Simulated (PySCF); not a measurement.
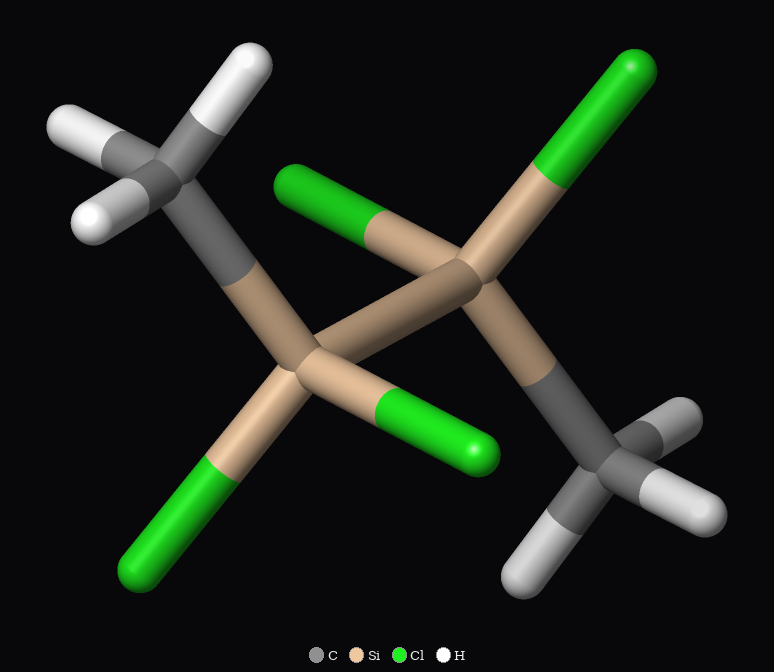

The picture shows a molecular structure as a stick model.

The computed structure is the end point of a GFN2-xTB optimisation. No frequency run is at hand to confirm it as a minimum.

What is the molecular formula?

Answer. C2H6Cl4Si2, 14 atoms: 2 carbon, 6 hydrogen, 4 chlorine and 2 silicon.

How many bonds of each kind are drawn?

Answer. 6 C–H, 4 Cl–Si, 2 C–Si, 1 Si–Si.

The parts below concern this one geometry. Atoms keep their numbers from picture to picture.

### Shape

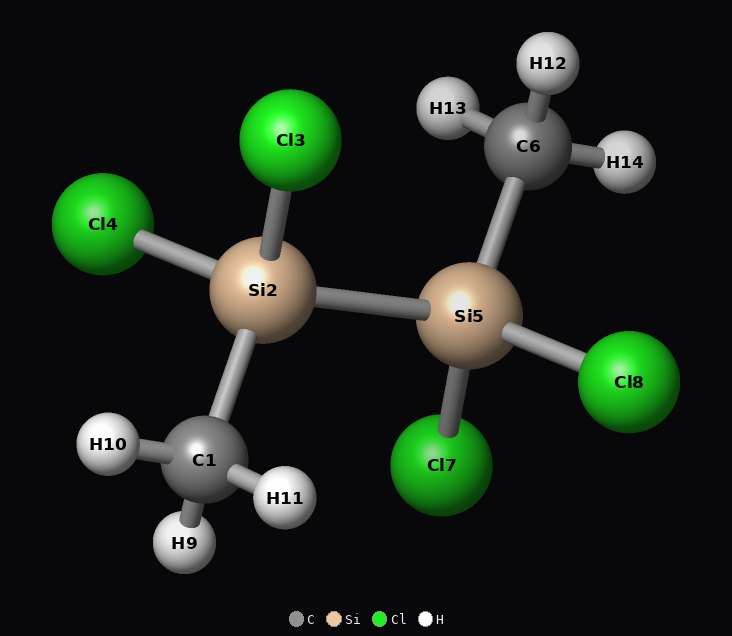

Atoms carry their numbers in the input. No frequency run is at hand to confirm it as a minimum.

Describe the coordination of atom 1.

Answer. C1 has 4 neighbours (Si2 at 1.91, H9 at 1.09, H10 at 1.09, H11 at 1.09 Å); the arrangement is tetrahedral.

What is the geometry at Si2?

Answer. Si2 has 4 neighbours (C1 at 1.91, Cl3 at 2.03, Cl4 at 2.03, Si5 at 2.33 Å); the arrangement is tetrahedral.

What is the dihedral angle Cl4–Si2–Si5–Cl8?

Answer. 180° in size, that is anti.

### Charges

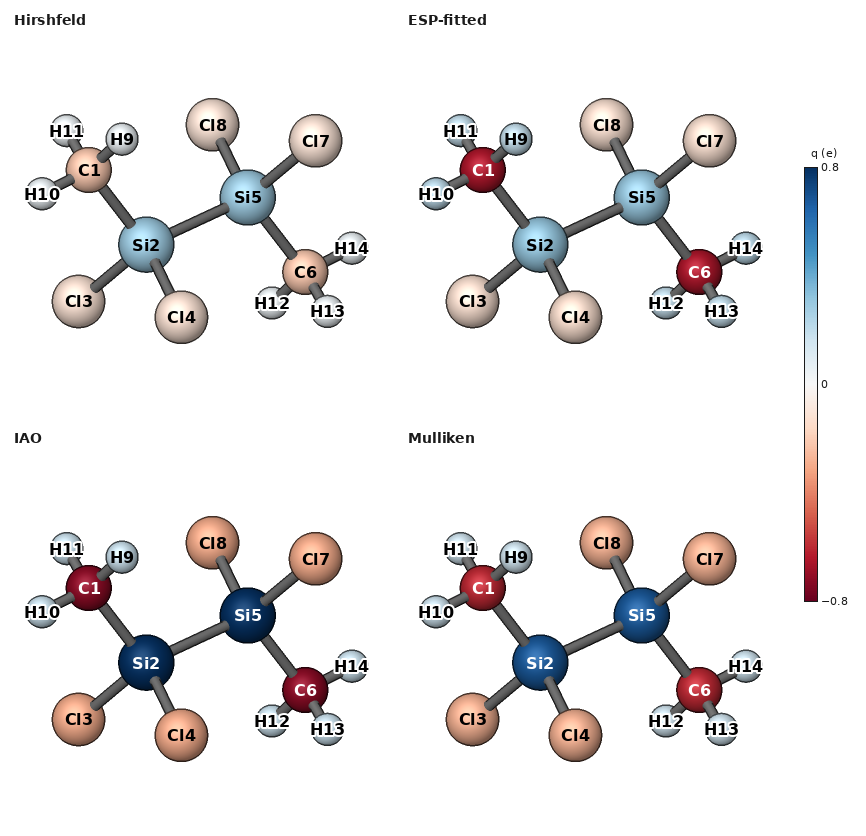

Atomic charges of one calculation by 4 schemes, on one colour scale. No frequency run is at hand to confirm it as a minimum. Method: PBE0/pcSseg-1 (PySCF 2.14.0).

On which atom do the schemes disagree most?

Answer. On C1 (from −0.72 to −0.21 e); Si2 (from 0.29 to 0.80 e); Si5 (from 0.29 to 0.80 e); C6 (from −0.72 to −0.21 e).

List the charges (e), one line for each set of equivalent atoms.

| atom | Hirshfeld | ESP-fitted | IAO | Mulliken |
| --- | --- | --- | --- | --- |
| C1, C6 | −0.21 | −0.65 | −0.72 | −0.60 |
| Si2, Si5 | 0.29 | 0.31 | 0.80 | 0.68 |
| Cl3, Cl4, Cl7… | −0.11 | −0.12 | −0.30 | −0.28 |
| H9, H11, H12… | 0.05 | 0.19 | 0.17 | 0.16 |
| H10, H14 | 0.05 | 0.21 | 0.17 | 0.16 |

### Electronic properties

No frequency run is at hand to confirm it as a minimum. Method: PBE0/pcSseg-1, gas phase (PySCF 2.14.0).

What is the HOMO energy (Kohn–Sham orbital)?

Answer. −8.21 eV.

What is the LUMO energy (Kohn–Sham orbital)?

Answer. −0.75 eV.

### NMR shielding

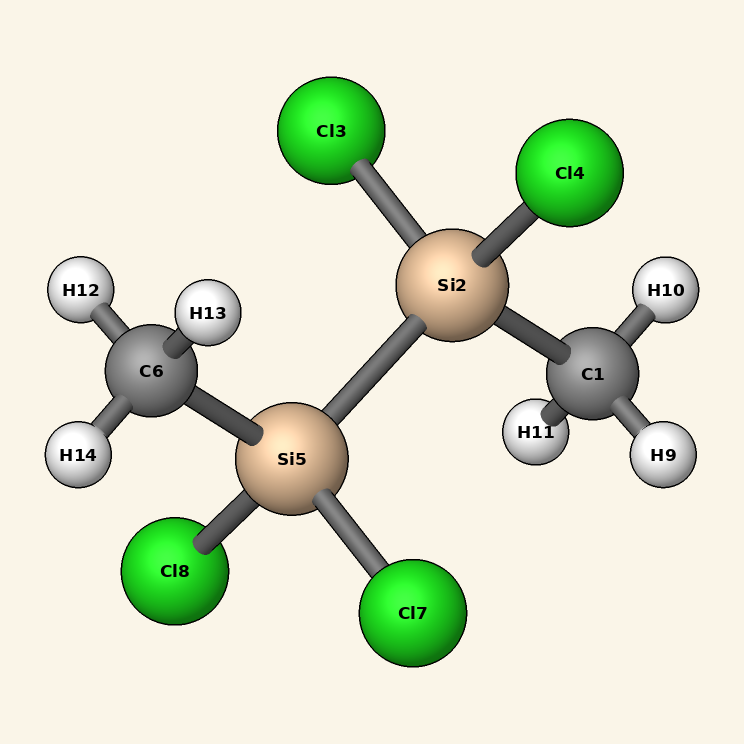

No frequency run is at hand to confirm it as a minimum. Method: GIAO PBE0/pcSseg-1 NMR shielding, non-relativistic, gas phase (PySCF 2.14.0). Principal shieldings σ11 ≤ σ22 ≤ σ33, span Ω = σ33 − σ11, skew κ = 3(σiso − σ22)/Ω.

Give the shielding tensors of the Si atoms.

```json
{"atom": "Si2, Si5", "σ11": "296.2", "σ22": "326.1", "σ33": "343.5", "σiso": "321.9", "Ω": "47.3", "κ": "−0.26"}
```

Shieldings and span in ppm.

### Quadrupole coupling

No frequency run is at hand to confirm it as a minimum. Electric field gradients from the ground-state density, PBE0/pcSseg-1 (PySCF 2.14.0), non-relativistic apart from any core potentials.

Give the largest field-gradient component, the quadrupole coupling constant and the asymmetry for 35Cl at Cl3 (Q = −81.7 mb), 2H at H9 (Q = 2.86 mb), 2H at H10 (Q = 2.86 mb).

```
atom  V_zz (a.u.)  e²qQ/h (MHz)     η
 Cl3        2.143         −41.1  0.05
  H9        0.320         0.215  0.01
 H10        0.319         0.214  0.00
```

Mulliken values depend strongly on the basis set and can even reverse the polarity of a bond. The geometry is semi-empirical. Around Si such bond lengths and angles can be off by a tenth of an ångström or more and by several degrees, and values that hang on the shape move with them.
